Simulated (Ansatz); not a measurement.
# What H interstitial (started 1.81 Å from the nearest host atom), symmetric start does to C

Base system: an 8-atom supercell of C in the graphite type structure (space group P6_3/mmc, No. 194; a = 2.465 Å, c = 6.729 Å; layered, stacked along the Cartesian z axis) at its relaxed geometry.

Modification: one H atom is added in an open site, starting 1.81 Å from the nearest host atom, atoms relaxed at fixed cell.

Calculations: PBE-D3(BJ) (Ansatz, an electronic-structure program), no spin-orbit coupling, earlier PAW set. k-mesh 6×10×4 (Γ-centred); smearing 0.05 eV (Fermi–Dirac).

```tsv
quantity	base	changed	shift
pressure	0.0 GPa	5.9 GPa	+5.96 GPa
largest displacement of a host atom from its site in the perfect cell	–	0.55 Å	–
final site of the added atom	–	1 C at 1.14 Å	–
```

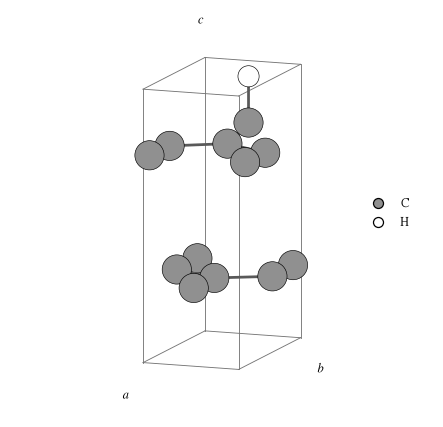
Fig. 1. The relaxed cell after the change

In so small a cell the defect repeats every few ångströms: this is an ordered compound, not a dilute defect. A case with no gap was solved on a k-mesh chosen for an insulator, which is coarse for it. The defect started on the symmetric site and kept its symmetry, so it may sit on a saddle. The final runs are not spin-polarised. The defect cell is not spin-polarised.
